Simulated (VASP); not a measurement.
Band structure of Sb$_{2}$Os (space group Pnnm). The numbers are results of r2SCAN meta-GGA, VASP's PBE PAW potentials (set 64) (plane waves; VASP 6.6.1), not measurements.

Unless said otherwise, spin-orbit coupling is left out, though it shifts the bands of the heavy elements here.

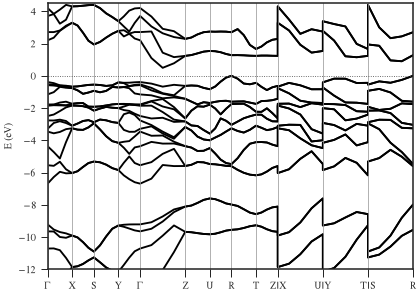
Bands along high-symmetry lines, zero at the valence-band maximum or, without a gap, the Fermi level

Question: Read the plot: is there a gap, and where are the band edges?

Answer: The gap is indirect, 0.49 eV, from the valence maximum at R to the conduction minimum at (0.00, 0.00, 0.25).

The structure comes from a computed database's Sb2Os entry (Pnnm); how it stands against other phases isn't given here. It was relaxed first.
